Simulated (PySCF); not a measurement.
**C3H5P, SMILES `CCC#P`: what the electrons do**

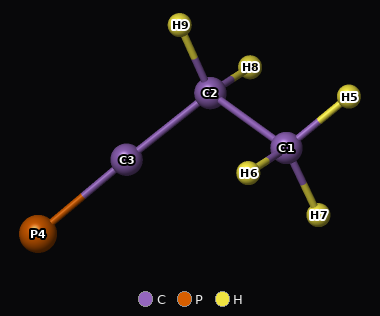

The molecule, with its atoms numbered as below. No frequency check shows the geometry to be a minimum.

Cartesian coordinates (Å):

```
C1       2.0254   -0.5530    0.0006
C2       1.1091    0.6739    0.0003
C3      -0.2827    0.2907    0.0013
P4      -1.7659   -0.1651   -0.0002
H5       3.0678   -0.2427   -0.0014
H6       1.8430   -1.1611    0.8812
H7       1.8405   -1.1632   -0.8835
H8       1.3117    1.2863   -0.8884
H9       1.3142    1.2884    0.8817
```

Part 1: Bonding charge

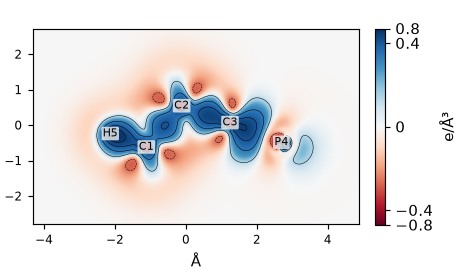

Deformation density (molecule less spherical, spin-averaged free atoms) in the plane of C1, C2, C3, P4 and H5; colour scale in e/Å³, logarithmic beyond ±0.1; blue: gain, red: loss.

Level of theory: PBE0/6-31+G* (PySCF), at a geometry from GFN2-xTB.

Question: How much density has each bond in this plane gained at its critical point, relative to the free atoms?

Answer: C1–H5: +0.65 e/Å³ at the bond critical point (bond length 1.09 Å). C2–C3: +0.52 e/Å³ at the bond critical point (bond length 1.44 Å). C1–C2: +0.42 e/Å³ at the bond critical point (bond length 1.53 Å). C3–P4: +0.17 e/Å³ at the bond critical point (bond length 1.55 Å). In all, 1.9 electrons gather in the regions of gain relative to the promolecule.

Part 2: Bond critical points

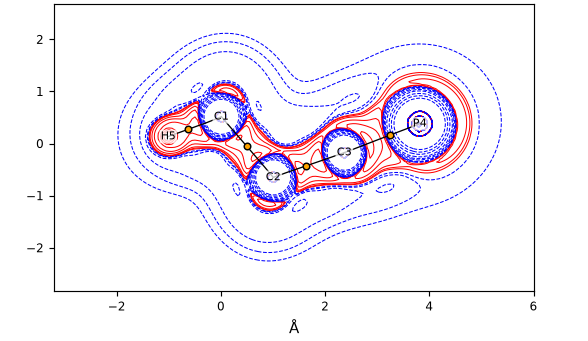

Negative Laplacian of the density (−∇²ρ) in the plane of C1, C2, C3, P4 and H5 (solid red lines positive, dashed blue lines negative, contours at ±0.02 to ±8 a.u.), with bond paths and bond critical points (dots).

Question: At which bond critical points in this plane is charge locally concentrated, and at which depleted?

Answer: Concentrated (∇²ρ < 0): C2–C3 (−0.75 a.u.); C1–H5 (−0.92 a.u.); C1–C2 (−0.53 a.u.). Depleted (∇²ρ > 0): C3–P4 (+1.01 a.u., H = −0.157). A positive Laplacian with clearly negative H marks a strongly polar covalent bond, whose critical point lies close to the core of the less electronegative atom.

Question: Where along C1–H5 does the critical point lie?

Answer: 0.69 Å from C1 and 0.40 Å from H5.

Part 3: Local ionisation energy

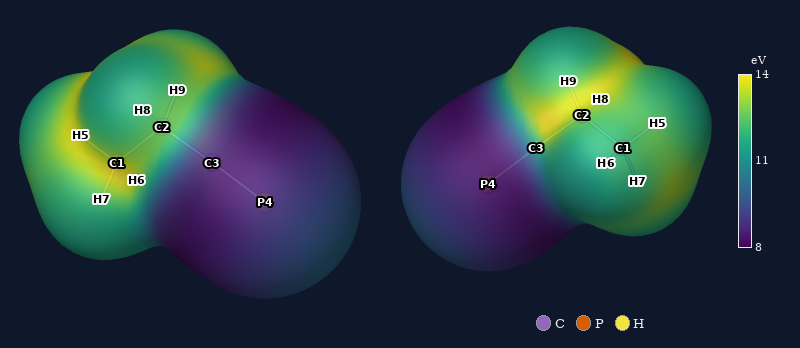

Average local ionisation energy on the surface of electron density 0.001 a.u. (back view left, front view right).

Question: Where are the most loosely bound electrons on this surface?

Answer: The lowest value is 8.2 eV, off the C3–P4 bond (2.3 to 2.4 Å from its atoms). Further minima include 8.2 eV, off the C3–P4 bond (2.3 to 2.4 Å from its atoms); 8.2 eV, off the C3–P4 bond (2.3 to 2.4 Å from its atoms); 11.4 eV, 1.3 Å from H8. For comparison, the highest occupied orbital lies at −7.4 eV.

Part 4: Stretching a bond

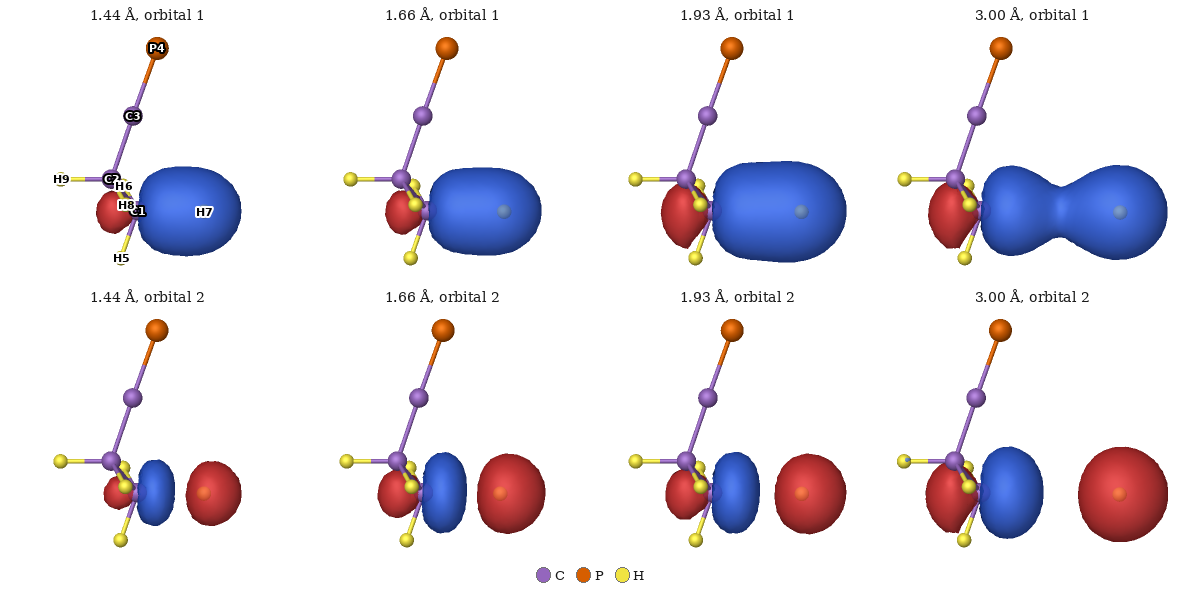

Rigid stretch of the C1–H7 bond. The two CASSCF(2,2) natural orbitals nearest half filling (orbital 1 the more occupied).

PySCF calculation, def2-SVP basis, gas phase; geometry: GFN2-xTB.

Question: How do the occupations change along the stretch?

Answer: 1.44 Å: 1.95 and 0.05; 1.66 Å: 1.91 and 0.09; 1.93 Å: 1.82 and 0.18; 3.00 Å: 1.29 and 0.71. At the longest distance computed (3.00 Å) they are 1.29 and 0.71, and the effective number of unpaired electrons is 1.7.

UHF's ⟨S²⟩ passes 1 along the scan (up to 1.51), so it also polarises electrons outside the stretched bond; its energy lowering isn't due to that bond alone.

UHF already breaks spin symmetry near equilibrium here (⟨S²⟩ = 0.49 at 1.07 Å), for reasons apart from this bond.

Question: How much energy does the stretch cost?

Answer: By CASSCF, 4.3 eV from the lowest point of the scan (1.07 Å) to 3.00 Å; RHF gives 7.3 eV from its own lowest point. The fragments aren't relaxed and dynamic correlation is missing, so this isn't a bond dissociation energy.
